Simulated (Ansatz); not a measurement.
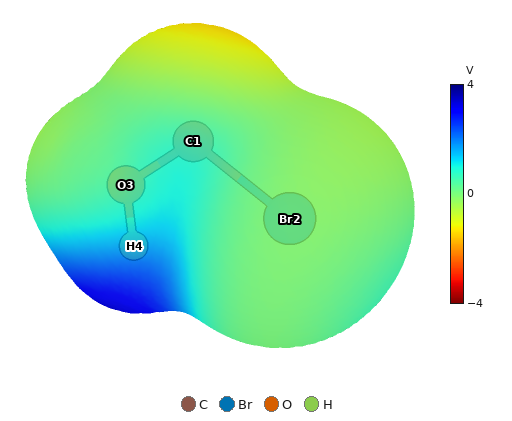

The picture shows: CHBrO (SMILES O[C]Br). The electrostatic potential painted on the density surface at 0.002 e/bohr³, seen across its widest extent; red is negative and blue positive.

Geometry: PBE0-D3(BJ)/def2-SVP.

Level of theory: isolated molecule in a Gaussian basis; Kohn-Sham density functional theory, functional PBE0 (Ansatz 0.2.0).

> Which sites attract a positive test charge, and which a negative one?

A positive charge is drawn to the negative regions and a negative charge to the positive ones. The most negative region (about −1.4 V) lies over C1, the most positive (about +3.3 V) over H4. Br2 shows a σ-hole: about +0.6 V at the tip opposite its bond, against about 0.0 V on its flanks.

> What dipole moment does the calculation give?

Its dipole moment is 2.41 D.
